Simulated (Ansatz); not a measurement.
Consider C$_{2}$H$_{4}$GeS (SMILES S=[C]1[CH2][GeH2]1).

Input file:

```
crystal:
  periodic: [false, false, false]
  atoms:
    - {symbol: S, position_ang: [-1.689016, 1.850283, 0.675775]}
    - {symbol: C, position_ang: [-0.644916, 0.659791, 0.464467]}
    - {symbol: C, position_ang: [0.783890, 0.520402, 0.189531]}
    - {symbol: Ge, position_ang: [-0.319873, -1.024052, -0.441974]}
    - {symbol: H, position_ang: [1.314158, 1.312849, -0.333622]}
    - {symbol: H, position_ang: [1.358343, 0.083975, 1.009245]}
    - {symbol: H, position_ang: [-0.766267, -1.143193, -1.895886]}
    - {symbol: H, position_ang: [0.055779, -2.317157, 0.276663]}
basis:
  gaussian: {orbitals: def2-TZVPP}
hamiltonian: {xc: pbe0, dispersion: d4}
output: {orbitals: {seedname: orbitals}}
```

Run with:

```sh
ansatz run in.yaml --threads 2 --pin off --events-out ev --progress --plain --max-ram 4352MiB
```

Geometry: PBE0-D4/def2-TZVP.

Method: Ansatz 0.2.0, RKS PBE0-D4/def2-TZVPP.

**What will maps of the electron density and electron localisation function show?**

C–C (1.46 Å): ρ is about 1.8 e/Å³ halfway; the ELF peaks at about 0.95 between the atoms, as expected for a shared electron pair.
C–S (1.60 Å): ρ is about 1.7 e/Å³ halfway; the ELF peaks at about 0.90 between the atoms; localised, covalent bonding.

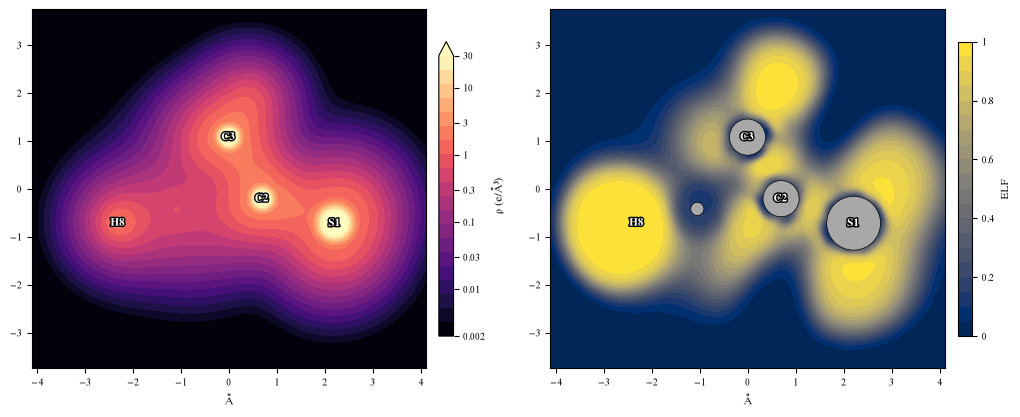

Computed electron density and electron localisation function on the plane of atoms S1, C2 and C3, in this order. Grey discs cover the atomic cores in the ELF map. 
